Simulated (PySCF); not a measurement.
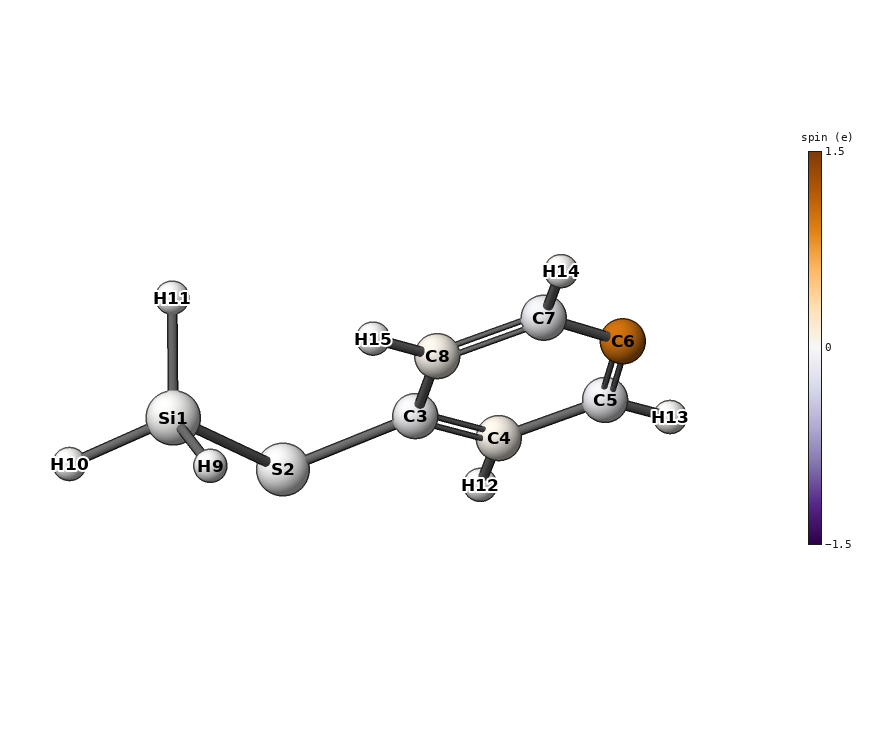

Atoms are coloured by their Mulliken spin populations. The species is neutral and a spin doublet. The computed structure is the end point of a GFN2-xTB optimisation. No frequency run is at hand to confirm it as a minimum. Method: UKS B3LYP, pcH-1 on C H S Si, non-relativistic (PySCF 2.14.0).

List the Mulliken spin populations.

| atom | value (e) |
| --- | --- |
| Si1 | 0.00 |
| S2 | 0.00 |
| C3 | −0.04 |
| C4 | 0.06 |
| C5 | −0.07 |
| C6 | 1.01 |
| C7 | −0.07 |
| C8 | 0.06 |
| H9 | 0.00 |
| H10 | 0.00 |
| H11 | 0.00 |
| H12 | 0.01 |
| H13 | 0.02 |
| H14 | 0.02 |
| H15 | 0.01 |

Mulliken values depend strongly on the basis set. The geometry is semi-empirical. Around Si such bond lengths and angles can be off by a tenth of an ångström or more and by several degrees, and values that hang on the shape move with them.
